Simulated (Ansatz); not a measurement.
The calculation's input:

```
crystal:
  periodic: [false, false, false]
  atoms:
    - {symbol: Cl, position_ang: [-1.910940, 1.968803, 2.290500]}
    - {symbol: Cl, position_ang: [-2.729314, -0.210439, -0.342663]}
    - {symbol: Si, position_ang: [-1.637820, 1.675730, 0.329996]}
    - {symbol: Si, position_ang: [-0.484906, -0.154247, -0.382832]}
    - {symbol: H, position_ang: [-2.126648, 2.745540, -0.563437]}
    - {symbol: H, position_ang: [-0.071536, -0.276716, -1.798121]}
    - {symbol: H, position_ang: [-0.007473, -1.133370, 0.617856]}
basis:
  gaussian: {orbitals: def2-TZVPD}
total_charge: 1
output: {forces: true, orbitals: {seedname: orbitals}}
hamiltonian: {xc: {name: PBE0}}
```

Run with:

```sh
ansatz run input.yaml --threads 1 --pin off --max-ram 2610MiB --events-out events.jsonl --progress --plain --runs-dir runs
```

Geometry: PBE0-D3(BJ)/def2-SVP.

Level of theory: isolated molecule in a Gaussian basis; Kohn-Sham density functional theory, functional PBE0 (Ansatz).

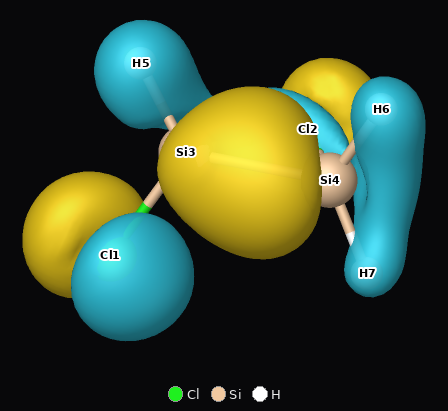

Cl2H3Si2 (charge +1). One frontier orbital at ±0.1 Å⁻³ᐟ² (yellow and cyan are the two phases), seen at a tilt.

> Which orbital is it: HOMO or LUMO?

The HOMO, at −13.65 eV. It lies mainly on Cl1 (about 30 %), Si4 (about 25 %), Si3 (about 25 %) and Cl2 (about 15 %).
